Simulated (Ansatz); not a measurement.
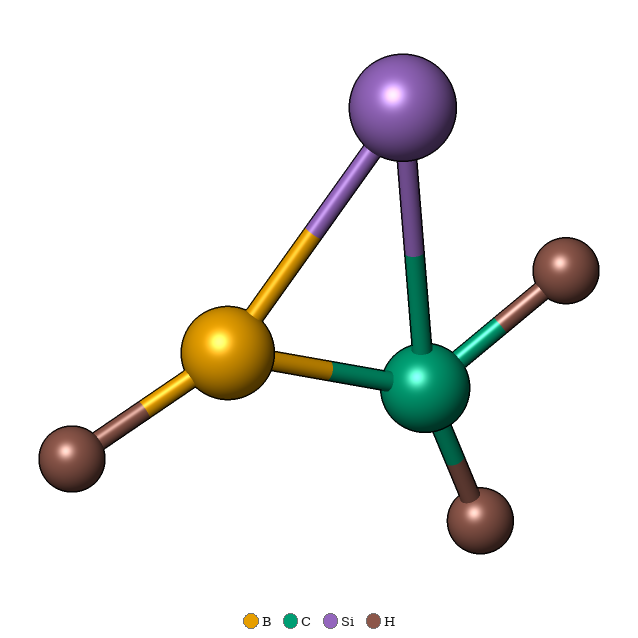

Ball-and-stick drawing of a structure.

The geometry was computed by an optimisation with PBE0-D4/def2-TZVP. No frequency run is at hand to confirm it as a minimum.

> Count the atoms of each element.

CH₃BSi, 6 atoms: 1 carbon, 3 hydrogen, 1 boron and 1 silicon.

> What is the point group of this geometry?

Cs.

> How many bonds of each kind are drawn?

2 C–H, 1 C–B, 1 C–Si, 1 B–Si, 1 B–H. Sticks follow a distance rule.

> How many atoms are distinct by symmetry?

6: 1 B, 1 C, 1 Si, 1 H, 1 H, 1 H.

More results for the same structure follow; atom numbers are the same in all pictures, views and colours differ.

Electronic properties

No frequency run is at hand to confirm it as a minimum. Properties computed with RKS PBE0-D4/def2-TZVPP (Ansatz 0.2.0).

> Estimate the HOMO energy (Kohn–Sham orbital).

−6.40 eV.

> Estimate the HOMO–LUMO gap.

4.34 eV.

Dipole moment

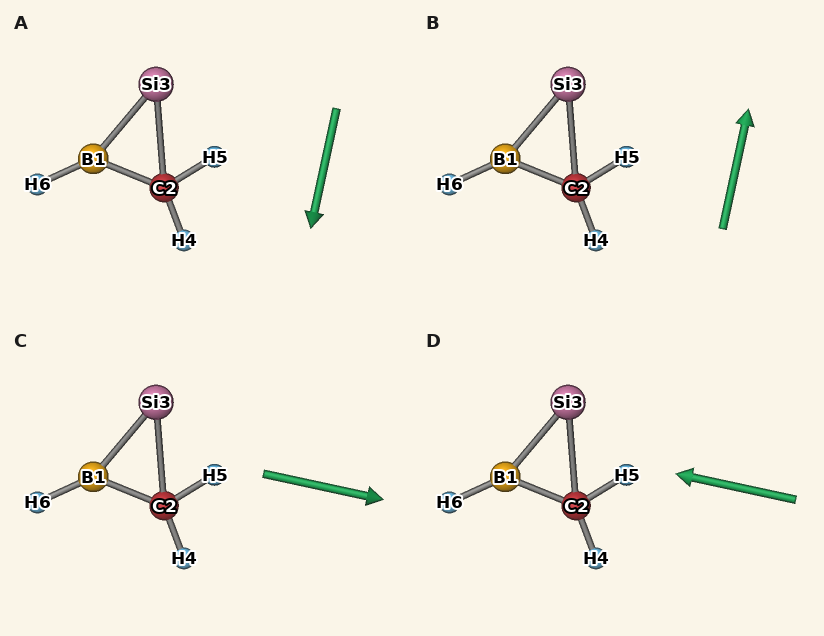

The same molecule four times, each with an arrow. No frequency run is at hand to confirm it as a minimum. Properties computed with RKS PBE0-D4/def2-TZVP (Ansatz 0.2.0).

> Which arrow points along the dipole moment, from the negative to the positive end?

C. The dipole moment is 1.05 D; it points from the side of H6 to the side of H5 (the outermost atoms at the two ends).

Charges

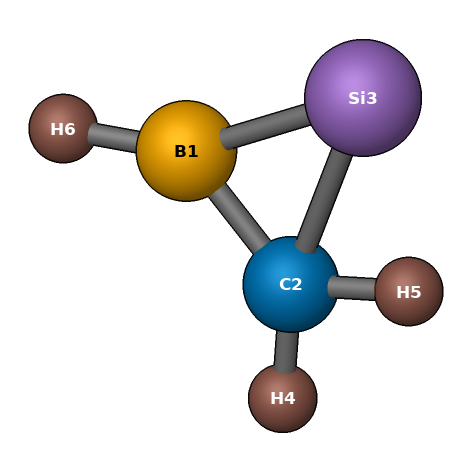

The questions are on Mulliken charges. No frequency run is at hand to confirm it as a minimum. Properties computed with RKS PBE0-D4/def2-TZVP (Ansatz 0.2.0).

Give the Mulliken charges atom by atom.

| atom | value (e) |
| --- | --- |
| B1 | −0.06 |
| C2 | −0.31 |
| Si3 | −0.05 |
| H4 | 0.17 |
| H5 | 0.20 |
| H6 | 0.05 |

Mulliken values depend strongly on the basis set and can even reverse the polarity of a bond.
